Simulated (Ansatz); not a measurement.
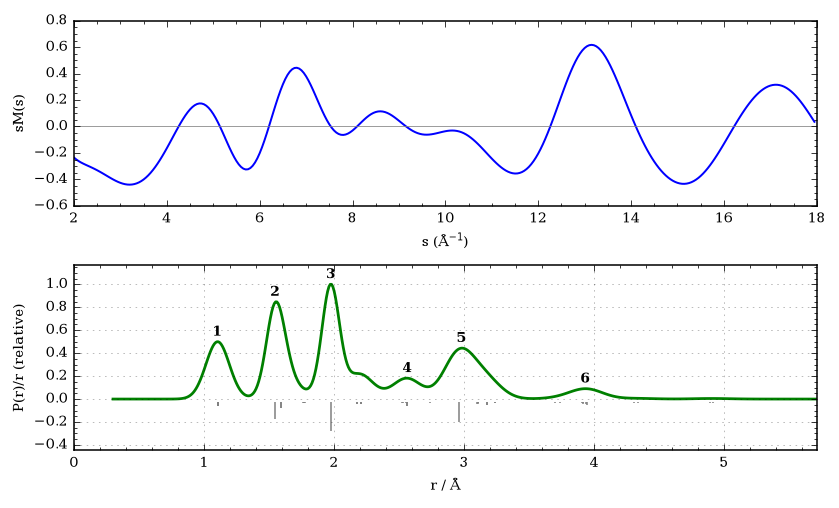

Simulated gas electron diffraction: reduced molecular intensity sM(s) from the Debye equation in the first Born approximation (top) and the radial distribution curve (bottom) of C2H7Al. Each pair of atoms contributes with weight ZᵢZⱼ/r (bars below the curve); damping constant 0.001 Å²; vibrational amplitudes assumed, not computed: 0.05 Å for bonds, 0.078 Å for bonds to H, 0.06 + 0.015 r up to 0.15 Å for other pairs. The geometry is the end point of an optimisation (RKS B3LYP-D4/def2-SVP (Ansatz)); it may be a saddle point or a higher isomer.

**Which pairs of atoms lie under the numbered peaks? Mark bonded pairs by – and others by ···.**

Peak 1, 1.10 Å: C–H 1.10–1.11 Å (×5)
Peak 2, 1.55 Å: C–C 1.54 Å, Al–H 1.59 Å (×2)
Peak 3, 1.98 Å: Al–C 1.97 Å, C···H 2.18–2.21 Å (×5), not resolved
Peak 4, 2.56 Å: H···H 2.52–2.56 Å (×4), Al···H 2.56 Å (×2)
Peak 5, 2.98 Å: Al···C 2.96 Å, C···H 3.10 Å (×2), Al···H 3.17 Å (×2), not resolved
Peak 6, 3.93 Å: H···H 3.70–3.92 Å (×4), C···H 3.91–3.94 Å (×2), Al···H 3.95 Å, not resolved
